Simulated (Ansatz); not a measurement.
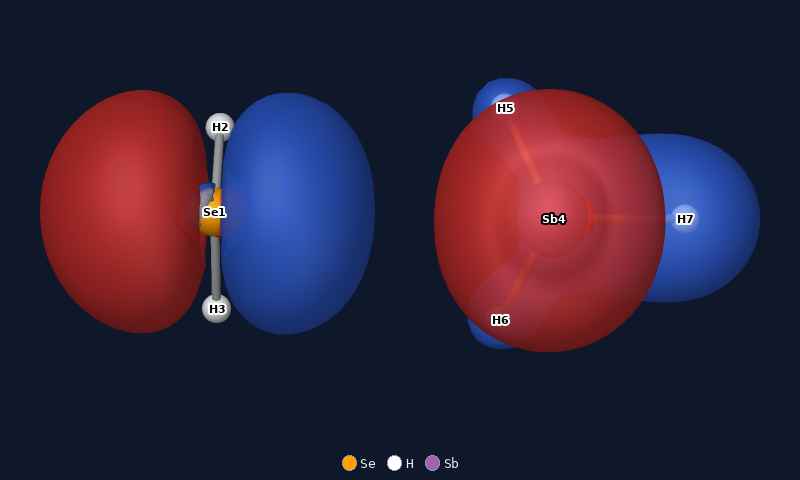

H$_{2}$Se···H$_{3}$Sb (SMILES [SeH2].[SbH3]). The HOMO at ±0.08 Å⁻³ᐟ² (blue and red are the two phases), seen across its widest extent.

Geometry: PBE0-D4/def2-TZVP; core potentials replace the inner electrons of Sb.

Method: RKS PBE0-D4/def2-TZVPPD in Ansatz 0.2.0.

```xyz
7

Se    0.4194    0.5383   -2.3427
H     0.8463   -0.8528   -2.1581
H    -0.9918    0.1402   -2.3044
Sb    0.2121    0.6979    1.5723
H     0.9629   -0.7709    1.1330
H    -1.2933    0.1640    0.9697
H    -0.1555    0.0833    3.1302
```

What is the character of this orbital?

By Hirshfeld shares it lies mainly on Se1 (about 55 %), Sb4 (about 30 %) and H7 (about 5 %). Its energy is −7.15 eV.
